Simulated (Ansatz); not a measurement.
# CCSD(T)/def2-SVP run of AlSiH3Cl2 (SMILES [SiH3][Al]([Cl])[Cl])

What is the vertical singlet–triplet gap of AlSiH3Cl2 at CCSD(T)/def2-SVP? 

The calculation is run with Ansatz 0.2.0.

45 further runs of the same task are left out: 45 set aside as unsound or not needed. Runs told in other sessions of the task aren't counted.

## 1. Starting point

AlSiH3Cl2: 7 atoms, total charge 0, spin state singlet. As SMILES, `[SiH3][Al]([Cl])[Cl]`. The coordinates come from a PBE0-D4/def2-TZVP relaxation.

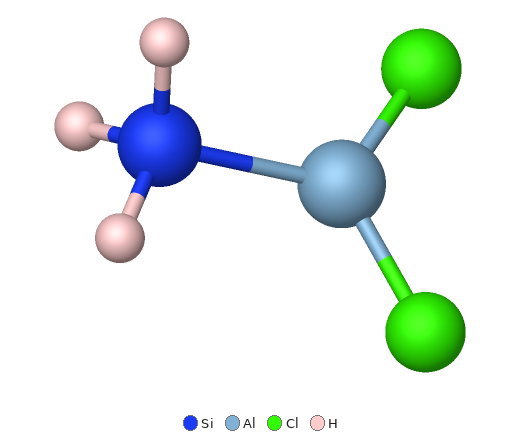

The structure, seen from a chosen angle (silicon blue, aluminium light blue, chlorine green, hydrogen pink).

## 2. The energy at CCSD(T)/def2-SVP

Input file in.yaml:

```yaml
crystal:
  periodic: [false, false, false]
  atoms:
    - {symbol: Si, position_ang: [-0.434800, 0.999700, -0.278300]}
    - {symbol: Al, position_ang: [0.497800, -1.172400, 0.296300]}
    - {symbol: Cl, position_ang: [2.290200, -1.318600, 1.363300]}
    - {symbol: Cl, position_ang: [-0.432100, -2.964700, -0.245300]}
    - {symbol: H, position_ang: [-1.709600, 0.853800, -1.028500]}
    - {symbol: H, position_ang: [-0.687900, 1.781100, 0.962600]}
    - {symbol: H, position_ang: [0.537600, 1.753200, -1.115800]}
basis:
  gaussian:
    orbitals: def2-SVP
total_charge: 0
correlation:
  method: ccsd_t
  frozen_orbitals: {Al: 5, Cl: 5, H: 0, Si: 5}
accuracy: high
scf:
  omitted_lower_state_checks: [cluster_reference, increment]
```

Run with:

```console
ansatz run in.yaml --threads 1 --pin off --max-ram 2610MiB --events-out events.jsonl --progress --plain --runs-dir runs
```

The program printed (excerpt; [...] marks lines left out):

```text
Warning: RAYON_NUM_THREADS=1 ignored (pool sized by the plan → 1); use --threads N
Functional definition: HF
  name "HF"
[...]
1713 factors; integrals over basis functions are off by at most 5.6e-9 eV
[...]
mean field -39491.56114660 eV, -1451.2881037959 hartree, gradient 2.6e-8 eV, S^2 0.000000; 0 other end points of the search recorded, 0 dependent functions left out
20 core orbitals not correlated: weight in the atoms' cores, before any rotation towards them, 1.000 or more for the frozen orbitals, at most 0.000 for the correlated occupied ones
reference -39491.56114660 eV, -1451.2881037959 hartree; 12, 12 occupied and 55, 55 virtual orbitals, 1713 factors
second order -11.41545044 eV of doubles, -0.00000000 eV of singles
cycle   1  -12.48415878 eV  change    -1.1e0 eV  update   7.9e-2
[...]
cycle  20  -12.86000518 eV  change    1.0e-9 eV  update  7.7e-10
perturbative correction -0.28523419 eV, -0.0104821633 hartree
Total energy: -39504.70638597 eV, -1451.7711824325 hartree
Checks for a lower state left out: cluster_reference, increment
```

It took 12 s on 1 thread of Arm Neoverse V2, shared host; peak memory 0.37 GiB.

## 3. The triplet, same level

in.yaml: that of step 2 with these lines changed.

```diff
@@ -1 +1,4 @@
+basis:
+  gaussian:
+    orbitals: def2-SVP
 crystal:
@@ -10,6 +13,5 @@
     - {symbol: H, position_ang: [0.537600, 1.753200, -1.115800]}
-basis:
-  gaussian:
-    orbitals: def2-SVP
-total_charge: 0
+magnetization:
+  spin_polarized: true
+  initial_magnetization: 2
 correlation:
```

Run with:

```console
ansatz run in.yaml --threads 1 --pin off --max-ram 2610MiB --events-out events.jsonl --progress --plain --runs-dir runs
```

The program printed (excerpt; [...] marks lines left out):

```text
Warning: RAYON_NUM_THREADS=1 ignored (pool sized by the plan → 1); use --threads N
[... 2 set-up lines as earlier in the session ...]
[...]
1713 factors; integrals over basis functions are off by at most 5.6e-9 eV
[...]
mean field -39486.96555532 eV, -1451.1192189314 hartree, gradient 4.0e-8 eV, S^2 2.006182; 2 other end points of the search recorded, 0 dependent functions left out
20 core orbitals not correlated: weight in the atoms' cores, before any rotation towards them, 1.000 or more for the frozen orbitals, at most 0.000 for the correlated occupied ones
reference -39486.96555532 eV, -1451.1192189314 hartree; 13, 11 occupied and 54, 56 virtual orbitals, 1713 factors
second order -11.07574028 eV of doubles, -0.00000000 eV of singles
cycle   1  -12.12155415 eV  change    -1.0e0 eV  update   8.7e-2
[...]
cycle  29  -12.55092699 eV  change  -7.6e-10 eV  update   2.5e-9
perturbative correction -0.29949875 eV, -0.0110063762 hartree
Total energy: -39499.81598106 eV, -1451.5914633671 hartree
Checks for a lower state left out: cluster_reference, increment
```

It took 49 s on 1 thread of Arm Neoverse V2, shared host; peak memory 0.65 GiB.

## 4. Summary of results

Level: CCSD(T)/def2-SVP, 20 core orbitals frozen.

| quantity | value |
| --- | --- |
| singlet: total energy | -1451.77118 Eh |
| singlet: correlation energy (20 core orbitals frozen) | -483.1 mEh |
| singlet: (T) correction | -10.48 mEh |
| singlet: T1 diagnostic | 0.011 |
| triplet: total energy | -1451.59146 Eh |
| triplet: correlation energy (20 core orbitals frozen) | -472.2 mEh |
| triplet: (T) correction | -11.01 mEh |
| triplet: ⟨S²⟩ of the reference determinant | 2.006 |
| triplet: T1 diagnostic | 0.019 |
| vertical energy of the triplet above the singlet | 4.890 eV |

What this shows: At this shape the triplet lies 4.89 eV (472 kJ/mol) above the singlet. The triples (singlet) make up 2.2 % of the correlation energy. The triples (triplet) make up 2.3 % of the correlation energy.
